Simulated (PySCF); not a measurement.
```yaml
atoms:
  - { symbol: C, position_ang: [0.1718, 1.5042, 0.2280] }
  - { symbol: C, position_ang: [0.3591, 0.0403, -0.0401] }
  - { symbol: Si, position_ang: [2.1380, -0.5286, -0.3293] }
  - { symbol: C, position_ang: [-0.6551, -0.8184, -0.0658] }
  - { symbol: C, position_ang: [-2.1018, -0.4912, 0.1528] }
  - { symbol: F, position_ang: [-2.8713, -1.6238, 0.0363] }
  - { symbol: H, position_ang: [0.6983, 1.7798, 1.1411] }
  - { symbol: H, position_ang: [-0.8744, 1.7793, 0.3340] }
  - { symbol: H, position_ang: [0.6051, 2.0877, -0.5833] }
  - { symbol: H, position_ang: [2.1508, -1.9557, -0.6426] }
  - { symbol: H, position_ang: [2.7008, 0.2440, -1.4408] }
  - { symbol: H, position_ang: [2.9211, -0.2651, 0.8819] }
  - { symbol: H, position_ang: [-0.4777, -1.8671, -0.2584] }
  - { symbol: H, position_ang: [-2.4816, 0.2170, -0.5949] }
  - { symbol: H, position_ang: [-2.2875, -0.0944, 1.1592] }
```

Geometry: GFN2-xTB.

Computed with wB97X-D/def2-SVPD, SCF density, gas phase (PySCF).

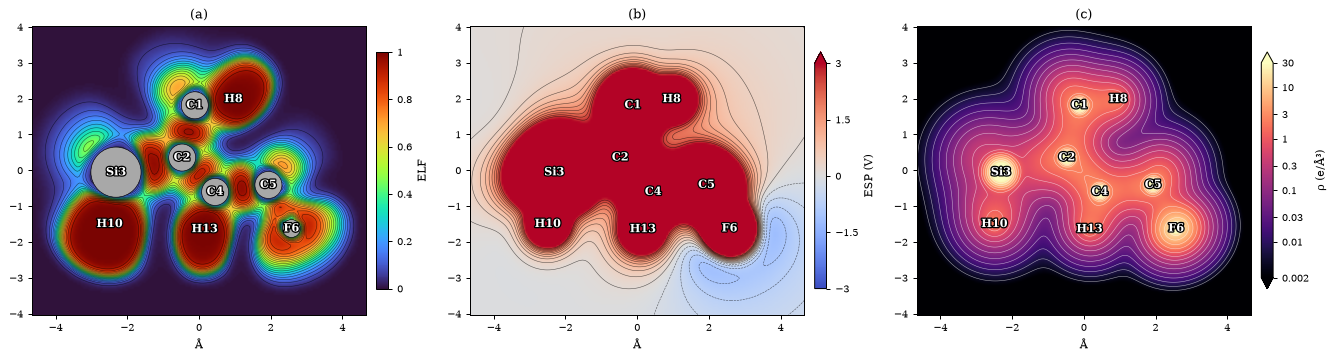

C₄H₉FSi (SMILES C/C([SiH3])=C\CF). (a) electron localisation function; (b) electrostatic potential; (c) electron density on the plane of atoms C4, C5 and F6. Grey discs cover the atomic cores in the ELF map.

Question: What do the fields say about this system?

Answer: The plane passes through C, Si, F and H nuclei.
C–C (1.33 Å): the density is about 2.3 e/Å³ at the midpoint; the ELF peaks at about 0.90 between the atoms (a short, multiple covalent bond).
C–F (1.37 Å): the density is about 2.1 e/Å³ at the midpoint, with its minimum of 1.6 e/Å³ about 0.5 Å from C; the ELF peaks at about 0.85 between the atoms: a shared but strongly polarised pair.
C–Si (1.89 Å): ρ is about 0.95 e/Å³ halfway; the ELF peaks at about 0.95 between the atoms; a shared electron pair.
C–H (1.08 Å): ρ is about 2 e/Å³ halfway; the ELF climbs to about 1 towards the hydrogen, as it does in any bond to H (an ordinary covalent bond to hydrogen).
C–C (1.50 Å): the density is about 1.8 e/Å³ at the midpoint; the ELF peaks at about 0.95 between the atoms (a covalent bond).
The ELF also peaks beside F6, away from the bonds: lone-pair regions.
Outside the dense part of the molecule the potential is most negative (−1.2 V) near F6.
